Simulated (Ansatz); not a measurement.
Geometry relaxation of CH2BrClO2Si (part 1 of 2)

System: CH2BrClO2Si.
Method: RKS BLYP/def2-SVP (Ansatz 0.2.0).

It belongs to a series of runs on one base structure; here: end point A relaxed. Figures and captions count atoms from 1; the log counts them from 0 in places.

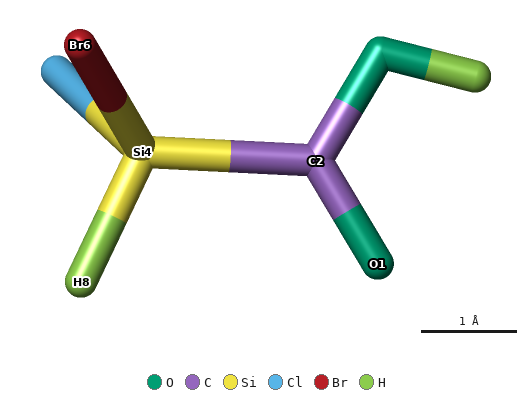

The starting structure (stick view, seen at a tilt; atoms are numbered from 1 in the order of the input). Bond lengths as drawn: Br–Si 2.24 Å, Cl–Si 2.06 Å, C–O 1.26 to 1.33 Å, C–Si 1.83 Å, H–O 1.03 Å and H–Si 1.52 Å.

Input:
```yaml
crystal:
  periodic: [false, false, false]
  atoms:
    - { symbol: O, position_ang: [0.5151, -1.6764, 0.9153] }
    - { symbol: C, position_ang: [0.5636, -0.5451, 0.354] }
    - { symbol: O, position_ang: [1.749, 0.0586, 0.2449] }
    - { symbol: Si, position_ang: [-0.9039, 0.2973, -0.3508] }
    - { symbol: Cl, position_ang: [-0.7461, 0.6678, -2.372] }
    - { symbol: Br, position_ang: [-1.3543, 2.2314, 0.694] }
    - { symbol: H, position_ang: [2.4379, -0.5596, 0.6928] }
    - { symbol: H, position_ang: [-2.1691, -0.5312, -0.2339] }
basis:
  gaussian: { orbitals: def2-SVP }
hamiltonian:
  xc: blyp
relax:
  f_tol: 0.015
  max_steps: 40
```

Launched with:
```bash
ansatz run input.yaml --threads 2 --pin off --max-ram 3072MiB --backend cpu --events-out ev --progress --plain --runs-dir out
```

The program's output:
```
The last accepted step is kept in [file] (removed where the run ends without a failure and the disk answers)
Engine: ansatz 0.2.0, aarch64-unknown-linux-gnu
Functional definition: BLYP
  parameter beta = 0.0042
  parameter a = 0.04918
  parameter b = 0.132
  parameter c = 0.2533
  parameter d = 0.349
  exchange = b88_x(beta = beta)
  correlation = lyp_c(a = a, b = b, c = c, d = d)
1296 factors; their error is unknown
mean field evaluation 1: about -95587.3354 eV, gradient 5.7e1 eV
mean field evaluation 2: about -95524.2921 eV, gradient 1.6e2 eV
mean field evaluation 4: about -95592.8228 eV, gradient 1.8e1 eV
mean field evaluation 8: about -95593.4569 eV, gradient 1.6e-1 eV
mean field evaluation 16: about -95593.3401 eV, gradient 1.2e-3 eV
mean field -95593.34009271 eV, -3512.9904529138 hartree, gradient 7.0e-5 eV, S^2 0.000000; 0 other end points of the search recorded, 0 dependent functions left out
the calculation of the forces begins
reference -95593.34043908 eV, -3512.9904656430 hartree; 45, 45 occupied and 75, 75 virtual orbitals, 1296 factors
relax step   1: F+E_penalty+E_count = -95593.34009271 eV  Δ(F+E_penalty+E_count) = +0.000e0 eV  max|allowed force component| = 3.737e0 eV/Å  Δτ_max = 0.0000 Å  (29 SCF iters, accepted)
these checks for a lower state are left out or cut short: starts, cluster_reference, orbital_swaps, neighbouring_geometries, increment
1296 factors; their error is unknown
mean field -95593.57381865 eV, -3512.9990421837 hartree, gradient 7.4e-6 eV, S^2 0.000000; 0 other end points of the search recorded, 0 dependent functions left out
[... from here on the field's lines of each further geometry are left out, up to the last ...]
relax step   2: F+E_penalty+E_count = -95593.57381865 eV  Δ(F+E_penalty+E_count) = -2.337e-1 eV  max|allowed force component| = 1.700e0 eV/Å  Δτ_max = 0.1237 Å  (32 SCF iters, accepted)
relax step   3: F+E_penalty+E_count = -95593.62912453 eV  Δ(F+E_penalty+E_count) = -5.531e-2 eV  max|allowed force component| = 5.520e-1 eV/Å  Δτ_max = 0.0577 Å  (30 SCF iters, accepted)
relax step   4: F+E_penalty+E_count = -95593.63657172 eV  Δ(F+E_penalty+E_count) = -7.447e-3 eV  max|allowed force component| = 2.275e-1 eV/Å  Δτ_max = 0.0544 Å  (30 SCF iters, accepted)
relax step   5: F+E_penalty+E_count = -95593.64159508 eV  Δ(F+E_penalty+E_count) = -5.023e-3 eV  max|allowed force component| = 8.719e-2 eV/Å  Δτ_max = 0.0204 Å  (31 SCF iters, accepted)
relax step   6: F+E_penalty+E_count = -95593.64237204 eV  Δ(F+E_penalty+E_count) = -7.770e-4 eV  max|allowed force component| = 3.279e-2 eV/Å  Δτ_max = 0.0071 Å  (32 SCF iters, accepted)
relax step   7: F+E_penalty+E_count = -95593.64290558 eV  Δ(F+E_penalty+E_count) = -5.335e-4 eV  max|allowed force component| = 3.358e-2 eV/Å  Δτ_max = 0.0111 Å  (31 SCF iters, accepted)
relax step   8: F+E_penalty+E_count = -95593.64305325 eV  Δ(F+E_penalty+E_count) = -1.477e-4 eV  max|allowed force component| = 1.745e-2 eV/Å  Δτ_max = 0.0057 Å  (31 SCF iters, accepted)
relax step   9: F+E_penalty+E_count = -95593.64313173 eV  Δ(F+E_penalty+E_count) = -7.848e-5 eV  max|allowed force component| = 7.382e-3 eV/Å  Δτ_max = 0.0077 Å  (31 SCF iters, accepted)
relax step  10: F+E_penalty+E_count = -95593.64320310 eV  Δ(F+E_penalty+E_count) = -7.137e-5 eV  max|allowed force component| = 1.230e-2 eV/Å  Δτ_max = 0.0118 Å  (31 SCF iters, accepted)
relax step  11: F+E_penalty+E_count = -95593.64328525 eV  Δ(F+E_penalty+E_count) = -8.215e-5 eV  max|allowed force component| = 1.034e-1 eV/Å  Δτ_max = 0.0583 Å  (30 SCF iters, accepted)
relax step  12: F+E_penalty+E_count = -95593.64325339 eV  Δ(F+E_penalty+E_count) = +3.186e-5 eV  max|allowed force component| = 1.219e-1 eV/Å  Δτ_max = 0.0176 Å  (31 SCF iters, rejected (line search))
relax step  13: F+E_penalty+E_count = -95593.64358735 eV  Δ(F+E_penalty+E_count) = -3.021e-4 eV  max|allowed force component| = 5.518e-2 eV/Å  Δτ_max = 0.0087 Å  (31 SCF iters, accepted)
relax step  14: F+E_penalty+E_count = -95593.64375242 eV  Δ(F+E_penalty+E_count) = -1.651e-4 eV  max|allowed force component| = 7.693e-2 eV/Å  Δτ_max = 0.0383 Å  (30 SCF iters, accepted)
relax step  15: F+E_penalty+E_count = -95593.64397501 eV  Δ(F+E_penalty+E_count) = -2.226e-4 eV  max|allowed force component| = 6.436e-2 eV/Å  Δτ_max = 0.0355 Å  (30 SCF iters, accepted)
relax step  16: F+E_penalty+E_count = -95593.64407838 eV  Δ(F+E_penalty+E_count) = -1.034e-4 eV  max|allowed force component| = 7.966e-2 eV/Å  Δτ_max = 0.0216 Å  (31 SCF iters, accepted)
relax step  17: F+E_penalty+E_count = -95593.64420116 eV  Δ(F+E_penalty+E_count) = -1.228e-4 eV  max|allowed force component| = 5.744e-2 eV/Å  Δτ_max = 0.0337 Å  (31 SCF iters, accepted)
relax step  18: F+E_penalty+E_count = -95593.64431773 eV  Δ(F+E_penalty+E_count) = -1.166e-4 eV  max|allowed force component| = 3.323e-2 eV/Å  Δτ_max = 0.0105 Å  (32 SCF iters, accepted)
relax step  19: F+E_penalty+E_count = -95593.64438039 eV  Δ(F+E_penalty+E_count) = -6.266e-5 eV  max|allowed force component| = 1.684e-2 eV/Å  Δτ_max = 0.0230 Å  (30 SCF iters, accepted)
the calculation of the forces begins
reference -95593.64477787 eV, -3513.0016498869 hartree; 45, 45 occupied and 75, 75 virtual orbitals, 1296 factors
relax step  20: F+E_penalty+E_count = -95593.64443018 eV  Δ(F+E_penalty+E_count) = -4.979e-5 eV  max|allowed force component| = 1.258e-2 eV/Å  Δτ_max = 0.0268 Å  (31 SCF iters, accepted)
1296 factors; their error is unknown
mean field evaluation 160: about -95593.7539 eV, gradient 1.3e0 eV
```

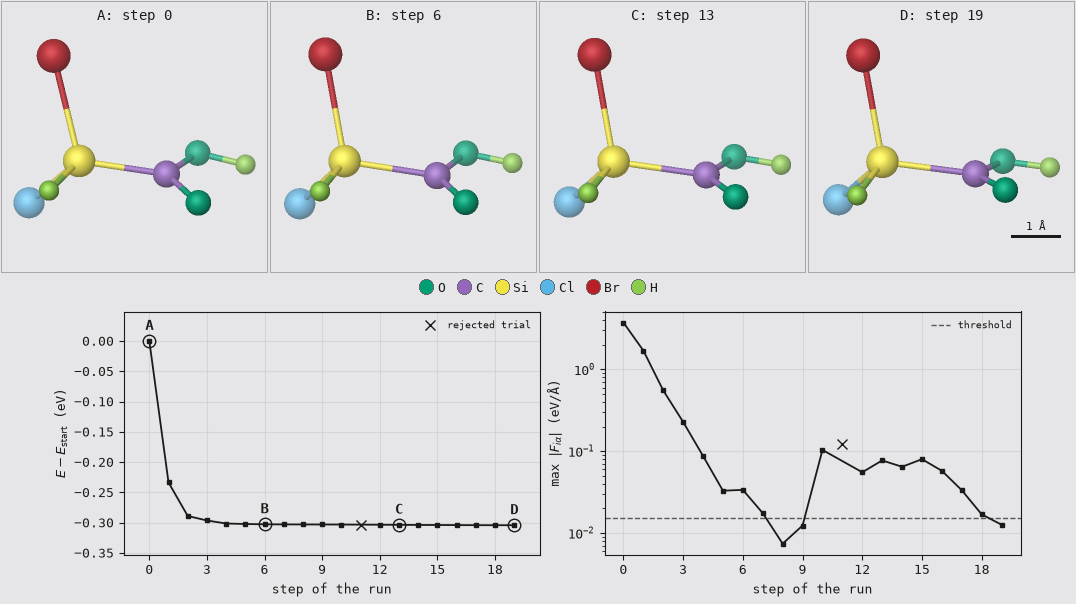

Frames of the relaxation (ball-and-stick view, seen at a tilt) above the curves, on which the letters mark them (the first geometry is step 0 here and step 1 in the log).

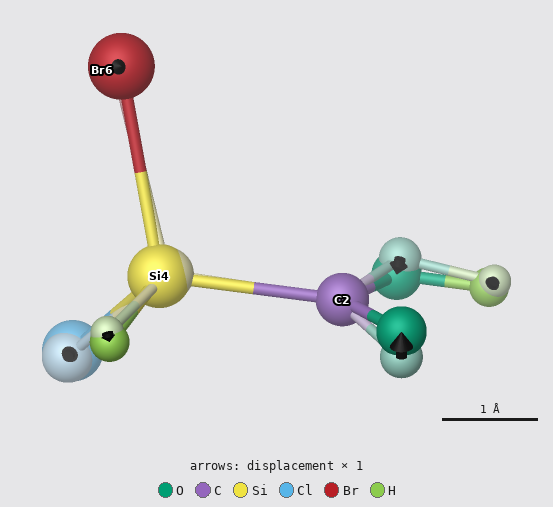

Start (faint) and end (solid) with the displacements as black arrows, at true length (ball-and-stick view, seen at a tilt). The two geometries are laid on each other by the best rigid fit. After 19 geometry steps the energy has fallen by 0.304 eV. Largest force component: 3.7 eV/Å at the start, 0.013 eV/Å at the end. The line search rejected the trial step at point 11 (counted from 0) and went back. O1 moves most after the best rigid fit: 0.30 Å. By element the largest moves are O 0.30 Å, Cl 0.16 Å, Br 0.13 Å, H 0.12 Å, Si 0.08 Å, C 0.06 Å. Among the contacts that change: C2–Si4 1.833 → 1.942 Å, O1–C2 1.264 → 1.218 Å, O3–H7 1.028 → 0.989 Å, Si4–H8 1.517 → 1.488 Å. Among the angles that change: O1–C2–O3 118.4° → 124.1°, Cl5–Si4–H8 103.7° → 109.4°, C2–Si4–H8 112.8° → 108.1°. (Atoms are counted from 1 in the order of the input.)

```
mean field -95593.64443018 eV, -3513.0016371098 hartree, gradient 1.0e-5 eV, S^2 0.000000; 1 other end points of the search recorded, 0 dependent functions left out
the calculation of the forces begins
reference -95593.64477787 eV, -3513.0016498869 hartree; 45, 45 occupied and 75, 75 virtual orbitals, 1296 factors
Total energy: -95593.64477787 eV, -3513.0016498869 hartree
Atom 0 at     0.425719    -1.525346     1.162609 Å, force     0.006367     0.004534     0.000302 eV/Å
Atom 1 at     0.563294    -0.578484     0.408289 Å, force    -0.008528    -0.001862    -0.006092 eV/Å
Atom 2 at     1.764753    -0.032241     0.081275 Å, force    -0.000393    -0.012106     0.012581 eV/Å
Atom 3 at    -0.968146     0.305932    -0.394152 Å, force     0.000660    -0.003778     0.004689 eV/Å
Atom 4 at    -0.619387     0.763094    -2.398488 Å, force     0.000481     0.005039    -0.004017 eV/Å
Atom 5 at    -1.390845     2.164825     0.805343 Å, force     0.000087     0.001318    -0.002605 eV/Å
Atom 6 at     2.453077    -0.544899     0.572435 Å, force    -0.000621     0.006878    -0.006369 eV/Å
Atom 7 at    -2.136264    -0.610081    -0.293010 Å, force     0.001946    -0.000023     0.001511 eV/Å
Dipole moment:     0.213239    -0.036977    -0.022206 e Å
```

Trajectory as extended XYZ (Å, eV, eV/Å), 20 frames, from step=1 to step=20:
```
8
Properties=species:S:1:pos:R:3:forces:R:3 step=1 energy=-95593.34009
O     0.5151   -1.6764    0.9153   -0.7368   2.0102  -1.0763
C     0.5636   -0.5451    0.3540    1.8147  -3.7370   2.0893
O     1.7490    0.0586    0.2449    1.4821   0.1871   0.2415
Si   -0.9039    0.2973   -0.3508   -2.5661   0.5131  -0.5123
Cl   -0.7461    0.6678   -2.3720    0.3508   0.0344  -0.5140
Br   -1.3543    2.2314    0.6940    0.1603   0.1203   0.2213
H     2.4379   -0.5596    0.6928   -1.1060   0.8137  -0.6433
H    -2.1691   -0.5312   -0.2339    0.6010   0.0582   0.1938
8
Properties=species:S:1:pos:R:3:forces:R:3 step=2 energy=-95593.57382
O     0.4532   -1.6474    0.9093   -0.2376   0.8421  -0.5883
C     0.5438   -0.5550    0.3311    0.6841  -1.6997   1.2433
O     1.7228    0.0847    0.2298    0.6840   0.0692  -0.0163
Si   -0.9675    0.3051   -0.3779   -0.7425   0.3415  -0.3403
Cl   -0.6334    0.6484   -2.4193   -0.1302  -0.0068   0.1634
Br   -1.2842    2.2301    0.7659   -0.0227  -0.1067  -0.1086
H     2.3963   -0.5158    0.6664   -0.3681   0.3590  -0.2255
H    -2.1389   -0.6073   -0.1610    0.1329   0.2014  -0.1276
8
Properties=species:S:1:pos:R:3:forces:R:3 step=3 energy=-95593.62913
O     0.4599   -1.6634    0.9075   -0.1106   0.1423   0.0721
C     0.5618   -0.5630    0.3854    0.1668  -0.5520  -0.1223
O     1.7504    0.0732    0.2369   -0.0651   0.2198   0.0161
Si   -0.9796    0.3091   -0.3791   -0.0104   0.2074  -0.0269
Cl   -0.6657    0.6566   -2.4204   -0.0461  -0.0306   0.1404
Br   -1.3027    2.2351    0.7496   -0.0535  -0.0197  -0.0518
H     2.4219   -0.5164    0.6562    0.0923  -0.0095   0.0059
H    -2.1538   -0.5883   -0.1918    0.0266   0.0423  -0.0335
8
Properties=species:S:1:pos:R:3:forces:R:3 step=4 energy=-95593.63657
O     0.4638   -1.6692    0.9335   -0.0089  -0.0435  -0.0799
C     0.5817   -0.6032    0.3545   -0.0782   0.1275   0.2275
O     1.7648    0.0599    0.2325   -0.2275   0.0310  -0.1487
Si   -0.9766    0.3153   -0.3762    0.1568  -0.0129  -0.0874
Cl   -0.6946    0.6694   -2.4129    0.0076   0.0164  -0.0252
Br   -1.3247    2.2410    0.7381    0.0225  -0.0281   0.0158
H     2.4375   -0.5040    0.6799    0.1377  -0.0551   0.0528
H    -2.1597   -0.5664   -0.2052   -0.0100  -0.0354   0.0451
```
